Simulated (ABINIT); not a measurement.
**MgH2 (P4_2/mnm): changed settings of a GW run in ABINIT**

What do changed inputs do to GW on MgH2 (P4_2/mnm)?

Calculated with ABINIT 10.8.3; PBE and many-body steps on it, plane waves.

## (1) The starting structure

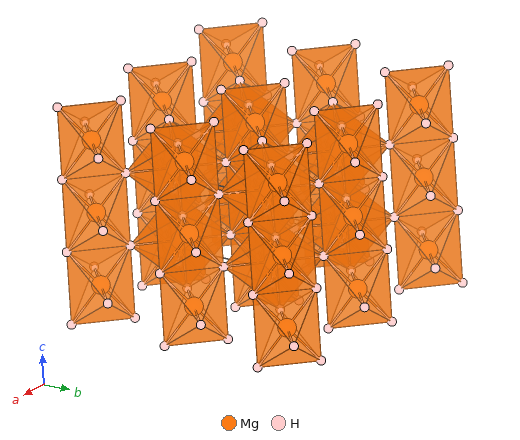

Start, viewed slightly off an axis; magnesium orange, hydrogen pink. 2×2×2 cells are drawn. Some periodic images of atoms are drawn too.

The cell and positions come from the Crystallography Open Database and are kept as given unless a step says otherwise.

## (2) Screening, 4×4×4 mesh, 143 bands, screening to 152.4 eV

This step: ABINIT 10.8.3; RPA screening on PBE, plane waves, norm-conserving pseudopotentials.

The RPA dielectric matrix is built and inverted for each q.

The input, run.abi:

```
acell 3*1.0 Angstrom
rprim 
  4.516800000000 0.000000000000 0.000000000000
  0.000000000000 4.516800000000 0.000000000000
  0.000000000000 0.000000000000 3.020500000000
ntypat 2
znucl 12 1
natom 6
typat 1 1 2 2 2 2
xred 
  0.000000000000 0.000000000000 0.000000000000
  0.500000000000 0.500000000000 0.500000000000
  0.306000000000 0.306000000000 0.000000000000
  0.194000000000 0.806000000000 0.500000000000
  0.694000000000 0.694000000000 0.000000000000
  0.806000000000 0.194000000000 0.500000000000
pp_dirpath "pseudos"
pseudos "Mg.upf, H.upf"
ecut 38
ngkpt 4 4 4
nshiftk 1
shiftk 0 0 0
kptopt 1
chksymbreak 0
istwfk *1
occopt 1
irdwfk 1
optdriver 3
nband 143
ecuteps 5.6
inclvkb 2
awtr 1
symchi 1
indata_prefix "in"
outdata_prefix "out"
tmpdata_prefix "tmp"
```

On the command line:

```bash
> OMP_NUM_THREADS=1 mpirun -n 8 abinit run.abi > log
```

What it wrote:

```text
.Version 10.8.3 of ABINIT. v10.8.2 released Aug 2026.

 Symmetries : space group P4_2/m n m (#136); Bravais tP (primitive tetrag.)
[... echo of the input left out ...]
== DATASET  1 ==================================================================
-   mpi_nproc: 8, omp_nthreads: 1 (-1 if OMP is not activated)

--- !DatasetInfo
iteration_state: {dtset: 1, }
dimensions: {natom: 6, nkpt: 18, mband: 143, nsppol: 1, nspinor: 1, nspden: 1, mpw: 4696, }
cutoff_energies: {ecut:  38.0, pawecutdg:  -1.0, }
electrons: {nelect:   2.40000000E+01, charge:   0.00000000E+00, occopt:   1.00000000E+00, tsmear:   1.00000000E-02, }

 SCREENING: Calculation of the susceptibility and dielectric matrices

 Based on a program developped by R.W. Godby, V. Olevano, G. Onida, and L. Reining.
 Incorporated in ABINIT by V. Olevano, G.-M. Rignanese, and M. Torrent.
.Using double precision arithmetic ; gwpc =  8

[... cell and pseudopotentials left out ...]
--------------------------------------------------------------------------------

 ==== K-mesh for the wavefunctions ====
 Number of points in the irreducible wedge :    18
[... list of points left out ...]
 Together with 16 symmetry operations and time-reversal symmetry
 yields    64 points in the full Brillouin Zone.

 ==== Q-mesh for the screening function ====
 Number of points in the irreducible wedge :    18
[... list of points left out ...]
 Together with 16 symmetry operations and time-reversal symmetry
 yields    64 points in the full Brillouin Zone.

 setmesh: FFT mesh size selected  =    36x   36x   24
          total number of points  =        31104

 vcoul_init : cutoff-mode = AUXILIARY_FUNCTION
 q-points for optical limit:   1
     1)      0.000010    0.000020    0.000030

- screening: taking advantage of time-reversal symmetry
- Maximum band index for partially occupied states nbvw = 12
- Remaining bands to be divided among processors   nbcw = 131
- Number of bands treated by each node ~16

 Number of electrons calculated from density =   24.0000; Expected =   24.0000
 average of density, n =  0.057713
 r_s =    1.6053
 omega_plasma =   23.1736 [eV]

 calculating chi0 at frequencies [eV] :
  1    0.000000E+00    0.000000E+00
  2    0.000000E+00    2.317355E+01

--------------------------------------------------------------------------------
  q-point number  1        q = ( 0.000000, 0.000000, 0.000000) [r.l.u.]
--------------------------------------------------------------------------------
[... chi0 elements left out ...]
 For q-point:  0.000010 0.000020 0.000030
  dielectric constant =   3.6604
  dielectric constant without local fields =   4.0586

  Average fulfillment of the sum rule on Im[epsilon] for q-point    1 :     62.18  [%]
[... wings left out ...]
  q-point number  2        q = ( 0.250000, 0.000000, 0.000000) [r.l.u.]
--------------------------------------------------------------------------------
[... chi0 elements left out ...]
  Average fulfillment of the sum rule on Im[epsilon] for q-point    2 :     68.90  [%]

 [... 16 further q-points ...]
```

Elapsed: 69 s, on 8 MPI ranks of Arm Neoverse V2, shared host; peak memory 2.9 GiB.

This step gave:

```
ε∞ with local fields, on this mesh, along the program's q direction : 3.660
the same without local fields                                       : 4.059
plasma frequency                                                    : 23.17 eV
plane waves in the screening matrix                                 : 267
```

Local fields lower ε∞ by 10 %. On a Γ-centred mesh this coarse the value itself is usually too large, while a short band sum pulls it down.

## (3) Base

The self-energy is evaluated for the states that the input lists, and the levels follow from it, in one-shot runs by the linearised quasiparticle equation.

This step: G0W0 on PBE, plane waves, norm-conserving pseudopotentials.

run.abi, as its differences from that of step 2:

```diff
@@ -27,8 +27,21 @@
 irdwfk 1
-optdriver 3
+optdriver 4
 nband 143
+gwcalctyp 0
+ecutsigx 38
+symsigma 1
+nkptgw 4
+kptgw 
+  0.2500000000 0.0000000000 0.0000000000
+  0.5000000000 0.5000000000 0.5000000000
+  0.2500000000 0.2500000000 0.5000000000
+  0.0000000000 0.0000000000 0.0000000000
+bdgw 
+  11 14
+  11 14
+  11 14
+  10 14
 ecuteps 5.6
-inclvkb 2
-awtr 1
-symchi 1
+irdscr 1
+ppmodel 1
 indata_prefix "in"
```

What it wrote:

```text
.Version 10.8.3 of ABINIT. v10.8.2 released Aug 2026.

 Symmetries : space group P4_2/m n m (#136); Bravais tP (primitive tetrag.)
[... echo of the input left out ...]
== DATASET  1 ==================================================================
-   mpi_nproc: 8, omp_nthreads: 1 (-1 if OMP is not activated)

--- !DatasetInfo
iteration_state: {dtset: 1, }
dimensions: {natom: 6, nkpt: 18, mband: 143, nsppol: 1, nspinor: 1, nspden: 1, mpw: 4696, }
cutoff_energies: {ecut:  38.0, pawecutdg:  -1.0, }
electrons: {nelect:   2.40000000E+01, charge:   0.00000000E+00, occopt:   1.00000000E+00, tsmear:   1.00000000E-02, }

 SIGMA: Calculation of the GW corrections

 Based on a program developped by R.W. Godby, V. Olevano, G. Onida, and L. Reining.
 Incorporated in ABINIT by V. Olevano, G.-M. Rignanese, and M. Torrent.
.Using double precision arithmetic ; gwpc =  8

[... cell and pseudopotentials left out ...]
--------------------------------------------------------------------------------

 ==== K-mesh for the wavefunctions ====
 Number of points in the irreducible wedge :    18
[... list of points left out ...]
 Together with 16 symmetry operations and time-reversal symmetry
 yields    64 points in the full Brillouin Zone.

 ==== Q-mesh for screening function ====
 Number of points in the irreducible wedge :    18
[... list of points left out ...]
 Together with 16 symmetry operations and time-reversal symmetry
 yields    64 points in the full Brillouin Zone.

 vcoul_init : cutoff-mode = AUXILIARY_FUNCTION
 q-points for optical limit:   1
     1)      0.000010    0.000020    0.000030
 setmesh: FFT mesh size selected  =    48x   48x   32
          total number of points  =        73728

 Number of electrons calculated from density =   24.0000; Expected =   24.0000
 average of density, n =  0.057713
 r_s =    1.6053
 omega_plasma =   23.1736 [eV]

 === KS Band Gaps ===
  >>>> For spin  1
   Minimum direct gap =   4.6658 [eV], located at k-point      :   0.2500  0.2500  0.5000
   Fundamental gap    =   3.8953 [eV], Top of valence bands at :   0.2500  0.0000  0.0000
                                       Bottom of conduction at :   0.5000  0.5000  0.5000
 SIGMA fundamental parameters:
 PLASMON POLE MODEL  1
 number of plane-waves for SigmaX                 4651
 number of plane-waves for SigmaC and W            267
 number of plane-waves for wavefunctions          4651
 number of bands                                   143
 number of independent spin polarizations            1
 number of spinorial components                      1
 number of k-points in IBZ                          18
 number of q-points in IBZ                          18
 number of symmetry operations                      16
 number of k-points in BZ                           64
 number of q-points in BZ                           64
 number of frequencies for dSigma/dE                 9
 frequency step for dSigma/dE [eV]                0.25
 number of omega for Sigma on real axis              0
 max omega for Sigma on real axis  [eV]           0.00
 zcut for avoiding poles [eV]                     0.10

 EPSILON^-1 parameters (SCR file):
 dimension of the eps^-1 matrix on file            267
 dimension of the eps^-1 matrix used               267
 number of plane-waves for wavefunctions          4651
 number of bands                                   143
 number of q-points in IBZ                          18
 number of frequencies                               2
 number of real frequencies                          1
 number of imag frequencies                          1

 matrix elements of self-energy operator (all in [eV])

 Perturbative Calculation

--- !SelfEnergy_ee
iteration_state: {dtset: 1, }
kpoint     : [   0.250,    0.000,    0.000, ]
spin       : 1
KS_gap     :    4.798
QP_gap     :    6.745
Delta_QP_KS:    1.947
data: !SigmaeeData |
     Band     E0 <VxcDFT>   SigX SigC(E0)      Z dSigC/dE  Sig(E)    E-E0       E
       11  -0.710 -11.185 -15.060   2.044   0.775  -0.291 -12.604  -1.418  -2.128
       12   0.402 -11.630 -15.054   1.728   0.781  -0.280 -12.955  -1.325  -0.923
       13   5.200  -8.565  -4.388  -3.420   0.822  -0.216  -7.943   0.622   5.822
       14   6.926  -8.266  -3.848  -3.674   0.816  -0.226  -7.659   0.607   7.533

--- !SelfEnergy_ee
iteration_state: {dtset: 1, }
kpoint     : [   0.500,    0.500,    0.500, ]
spin       : 1
KS_gap     :    4.769
QP_gap     :    6.891
Delta_QP_KS:    2.122
data: !SigmaeeData |
     Band     E0 <VxcDFT>   SigX SigC(E0)      Z dSigC/dE  Sig(E)    E-E0       E
       11  -0.472 -11.049 -14.865   1.978   0.777  -0.288 -12.477  -1.428  -1.900
       12  -0.472 -11.049 -14.865   1.978   0.777  -0.288 -12.477  -1.428  -1.900
[...]
--- !SelfEnergy_ee
iteration_state: {dtset: 1, }
kpoint     : [   0.250,    0.250,    0.500, ]
spin       : 1
KS_gap     :    4.666
QP_gap     :    6.730
Delta_QP_KS:    2.064
data: !SigmaeeData |
     Band     E0 <VxcDFT>   SigX SigC(E0)      Z dSigC/dE  Sig(E)    E-E0       E
[...]
--- !SelfEnergy_ee
iteration_state: {dtset: 1, }
kpoint     : [   0.000,    0.000,    0.000, ]
spin       : 1
KS_gap     :    5.246
QP_gap     :    6.933
Delta_QP_KS:    1.687
data: !SigmaeeData |
     Band     E0 <VxcDFT>   SigX SigC(E0)      Z dSigC/dE  Sig(E)    E-E0       E
[...]
12  -0.039 -11.484 -14.821   1.705   0.780  -0.283 -12.756  -1.272  -1.311
       13   5.207  -6.816  -2.910  -3.406   0.829  -0.206  -6.402   0.414   5.622
       14   5.547  -9.978  -5.729  -3.392   0.814  -0.229  -9.281   0.697   6.244

== END DATASET(S) ==============================================================
================================================================================

 -outvars: echo values of variables after computation  --------
           etotal      0.0000000000E+00
            nband         143
             nkpt          18
          spgroup         136
 [... the other variables as echoed above ...]

 Calculation completed.
```

Run time: 25 s. Hardware: 8 MPI ranks; peak memory 2.7 GiB; 3.3 min of CPU time.

This step gave:

| Quantity | Value |
| --- | --- |
| G0W0 gap on the mesh | 5.914 eV |
| starting gap on the mesh | 3.895 eV |
| k of the valence top | 0.25, 0, 0 |
| k of the conduction bottom | 0.5, 0.5, 0.5 |
| Z at the valence top | 0.781 |
| Z at the conduction bottom | 0.821 |
| least direct G0W0 gap on the computed points | 6.731 eV |

The gap on the mesh goes from 3.90 eV to 5.91 eV, a correction of +2.02 eV.

## (4) Coulomb singularity

run.abi, as its differences from that of step 3:

```diff
@@ -46,2 +46,3 @@
 ppmodel 1
+gw_icutcoul 0
 indata_prefix "in"
```

What it wrote:

```text
.Version 10.8.3 of ABINIT. v10.8.2 released Aug 2026.

 Symmetries : space group P4_2/m n m (#136); Bravais tP (primitive tetrag.)
[... echo of the input left out ...]
== DATASET  1 ==================================================================
-   mpi_nproc: 8, omp_nthreads: 1 (-1 if OMP is not activated)

--- !DatasetInfo
iteration_state: {dtset: 1, }
dimensions: {natom: 6, nkpt: 18, mband: 143, nsppol: 1, nspinor: 1, nspden: 1, mpw: 4696, }
cutoff_energies: {ecut:  38.0, pawecutdg:  -1.0, }
electrons: {nelect:   2.40000000E+01, charge:   0.00000000E+00, occopt:   1.00000000E+00, tsmear:   1.00000000E-02, }

 SIGMA: Calculation of the GW corrections

 Based on a program developped by R.W. Godby, V. Olevano, G. Onida, and L. Reining.
 Incorporated in ABINIT by V. Olevano, G.-M. Rignanese, and M. Torrent.
.Using double precision arithmetic ; gwpc =  8

[... cell and pseudopotentials left out ...]
--------------------------------------------------------------------------------

 ==== K-mesh for the wavefunctions ====
 Number of points in the irreducible wedge :    18
[... list of points left out ...]
 Together with 16 symmetry operations and time-reversal symmetry
 yields    64 points in the full Brillouin Zone.

 ==== Q-mesh for screening function ====
 Number of points in the irreducible wedge :    18
[... list of points left out ...]
 Together with 16 symmetry operations and time-reversal symmetry
 yields    64 points in the full Brillouin Zone.

 === Spherical cutoff ===

  Cutoff radius .........    18.5215 [Bohr]
  Volume of the sphere ..   26614.43 [Bohr^3]
 q-points for optical limit:   1
     1)      0.000010    0.000020    0.000030
 setmesh: FFT mesh size selected  =    48x   48x   32
          total number of points  =        73728

[...]
matrix elements of self-energy operator (all in [eV])

 Perturbative Calculation

--- !SelfEnergy_ee
iteration_state: {dtset: 1, }
kpoint     : [   0.250,    0.000,    0.000, ]
spin       : 1
KS_gap     :    4.798
QP_gap     :    6.628
Delta_QP_KS:    1.830
data: !SigmaeeData |
     Band     E0 <VxcDFT>   SigX SigC(E0)      Z dSigC/dE  Sig(E)    E-E0       E
       11  -0.710 -11.185 -15.067   2.081   0.778  -0.285 -12.586  -1.401  -2.111
       12   0.402 -11.630 -15.105   1.811   0.784  -0.275 -12.935  -1.305  -0.903
       13   5.200  -8.565  -4.427  -3.497   0.820  -0.220  -8.040   0.525   5.725
[...]
--- !SelfEnergy_ee
iteration_state: {dtset: 1, }
kpoint     : [   0.500,    0.500,    0.500, ]
spin       : 1
KS_gap     :    4.769
QP_gap     :    6.853
Delta_QP_KS:    2.084
data: !SigmaeeData |
     Band     E0 <VxcDFT>   SigX SigC(E0)      Z dSigC/dE  Sig(E)    E-E0       E
[...]
--- !SelfEnergy_ee
iteration_state: {dtset: 1, }
kpoint     : [   0.250,    0.250,    0.500, ]
spin       : 1
KS_gap     :    4.666
QP_gap     :    6.688
Delta_QP_KS:    2.022
data: !SigmaeeData |
     Band     E0 <VxcDFT>   SigX SigC(E0)      Z dSigC/dE  Sig(E)    E-E0       E
[...]
--- !SelfEnergy_ee
iteration_state: {dtset: 1, }
kpoint     : [   0.000,    0.000,    0.000, ]
spin       : 1
KS_gap     :    5.246
QP_gap     :    6.806
Delta_QP_KS:    1.560
data: !SigmaeeData |
     Band     E0 <VxcDFT>   SigX SigC(E0)      Z dSigC/dE  Sig(E)    E-E0       E
[...]
13   5.207  -6.816  -2.930  -3.541   0.825  -0.212  -6.532   0.285   5.492
       14   5.547  -9.978  -5.727  -3.458   0.812  -0.232  -9.334   0.643   6.191

== END DATASET(S) ==============================================================
================================================================================

 -outvars: echo values of variables after computation  --------
           etotal      0.0000000000E+00
            nband         143
             nkpt          18
          spgroup         136
 [... the other variables as echoed above ...]

 Calculation completed.
```

It took 25 s on 8 MPI ranks; peak memory 2.7 GiB; 3.3 min of CPU time.

Numbers from this step:

```yaml
g0w0_gap_on_the_mesh: 5.808 eV
starting_gap_on_the_mesh: 3.895 eV
k_of_the_valence_top: 0.25, 0, 0
k_of_the_conduction_bottom: 0.5, 0.5, 0.5
z_at_the_valence_top: 0.784
z_at_the_conduction_bottom: 0.816
least_direct_g0w0_gap_on_the_computed_points: 6.628 eV
```

Against G0W0 in ABINIT (4×4×4 mesh, 143 bands, screening to 152.4 eV, Godby-Needs plasmon pole), the gap moves by −0.106 eV.

## (5) The runs together

Times are wall times on 8 MPI ranks of Arm Neoverse V2, shared host, good to a factor of about two. A run's time includes the screening step that it read.

```
                run   mesh  bands  screening cutoff (eV)  DFT gap (eV)  gap on the mesh (eV)  direct (eV)  ε∞ used  time
               base  4×4×4    143                  152.4         3.895                 5.914        6.731     3.66  94 s
Coulomb singularity  4×4×4    143                  152.4         3.895                 5.808        6.628     3.66  94 s
```

## (6) Summary of results

```
base                : 5.914 eV
Coulomb singularity : 5.808 eV
known limits        : not at the basis limit; coarse k mesh
```

**Reading.** Coulomb singularity: −0.106 eV against base (keys changed: gw_icutcoul). Bands and cutoff are finite, so the gap is not at the basis limit. The miss can reach some tenths of an eV and take either sign; the mesh is an error of its own. The 4×4×4 mesh is coarse for this cell, which bears on the long-range parts of exchange and screening.

[Paths, hosts, dates, memory and timing lines, banners, echoed tables and standing remarks are left out of the program output.]

[Logs are printed without paths, hosts, clocks, repeated set-up lines and the standing remarks that a program may print on its own settings, such as how far it seeks lower states.]

[Runs of the session that timed out or met a known fault of the program may be left out.]

[Hosts, paths, dates, database ids (printed as entryN), source tags and the programs' standing remarks are cut or masked in the printed files.]

[G0W0 gaps are taken among the corrected bands and points alone; a level outside them can change the order at an edge.]

[Where Ansatz stands beside ABINIT at settings called matched, ABINIT's density can come from a denser mesh and the files from another edition; pairs whose starting gaps differed by over 0.03 eV were left out, so agreement reads better than it is.]
